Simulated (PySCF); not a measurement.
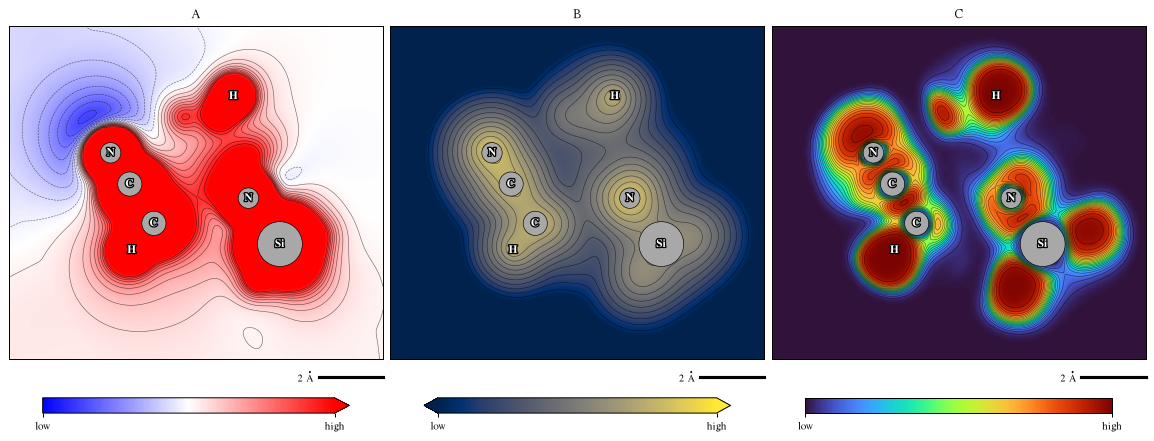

C₅H₁₄N₂Si₂ (SMILES C[SiH2]N([SiH3])CCCC#N): 3 fields on the plane of atoms C8, C7 and H23, with unlabelled colour scales. Grey discs cover the atomic cores.

Geometry: GFN2-xTB.

The calculation used PBE0/pcSseg-1, SCF density, gas phase, non-relativistic (PySCF 2.14.0).

```xyz
23

C    -1.3195    2.3029    0.2111
Si   -1.5144    0.7313   -0.8209
N    -0.8714   -0.6624    0.0016
Si   -1.1723   -2.2674   -0.5918
C     0.0766   -0.5209    1.0896
C     1.5143   -0.8844    0.7058
C     2.0762    0.0318   -0.3862
C     2.2506    1.3737    0.1021
N     2.3925    2.4336    0.5075
H    -0.2816    2.6002    0.3260
H    -1.7495    2.1928    1.2025
H    -1.8355    3.1226   -0.2783
H    -0.8329    0.9089   -2.1182
H    -2.9324    0.4497   -1.0597
H    -2.5198   -2.2854   -1.1448
H    -0.2053   -2.6435   -1.6360
H    -1.0235   -3.1680    0.5528
H     0.0570    0.5056    1.4582
H    -0.2260   -1.1786    1.9129
H     1.5344   -1.9138    0.3433
H     2.1413   -0.8208    1.5984
H     1.3888    0.0552   -1.2360
H     3.0476   -0.3362   -0.7297
```

**Which field does each panel show? The fields are: electron density, electron localisation function and electrostatic potential.**

Panel A: electrostatic potential (strongly positive close to the atoms, with negative regions outside electron-rich atoms). Panel B: electron density. Panel C: electron localisation function. From the grid: C–N (1.14 Å): ρ at the midpoint is about 3.6 e/Å³; the ELF peaks at about 0.90 between the atoms: a multiple bond. C–C (1.44 Å): ρ at the midpoint is about 1.8 e/Å³; the ELF peaks at about 0.95 between the atoms: a covalent bond.
